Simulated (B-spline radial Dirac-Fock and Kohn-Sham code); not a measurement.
The ion Yb⁺. Method: Thomson × f² and Klein–Nishina × S on Dirac–Fock densities, without anomalous dispersion (computed with a radial B-spline solver).

A figure with this caption is to be made: «Coherent and incoherent photon scattering cross sections against photon energy, computed at the marked points and joined by straight lines.» What will it show?

Coherent scattering falls from 3060 b at 1.00 keV to 2.48 b at 500 keV. Incoherent scattering is largest at 100 keV among the points computed (29.3 b), and it overtakes the coherent part between 100 keV and 200 keV.

The computed plot:

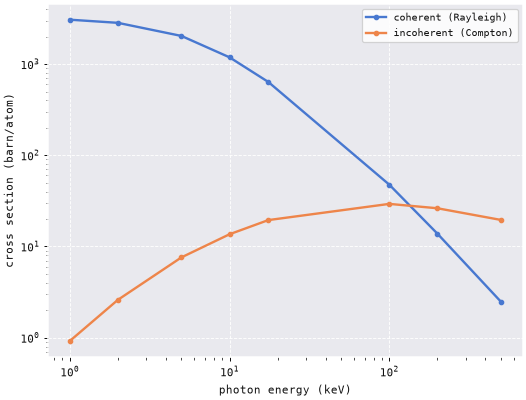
